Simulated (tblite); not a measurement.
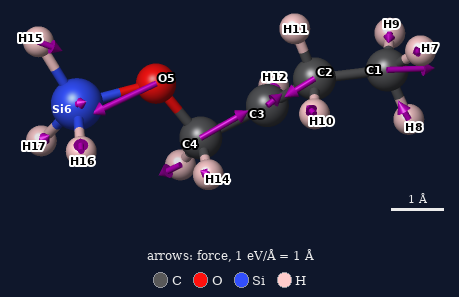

Starting geometry of C$_{4}$H$_{11}$OSi (multiplicity 2) with the computed forces as purple arrows. The picture is a ball-and-stick view, seen from a free direction.

These are results of tblite, GFN2-xTB geometry optimisation, gas phase, not measurements. 

> What follows when this structure is relaxed?

It isn't relaxed: the largest force vector, on the O atom, is 1.43 eV/Å. The final displacements have little in common with the starting forces (cosine between the two patterns 0.28). Over 48 geometry steps the energy falls by 0.165 eV. The largest move after the best rigid fit is that of an H atom, 0.30 Å. Largest moves by element: H 0.30 Å, O 0.19 Å, Si 0.08 Å, C 0.06 Å. Among the contacts that change: O–Si 1.657 → 1.615 Å, H–Si 1.497 → 1.468 Å, C–C 1.505 → 1.528 Å, H–Si 1.475 → 1.453 Å. Bond angles that change, for instance: C–O–Si 117.8° → 129.4°, O–Si–H 110.0° → 99.5°, H–Si–H 109.5° → 113.4°. The run took 0.21 s on 1 thread of Arm Neoverse V2, with other jobs on the host.
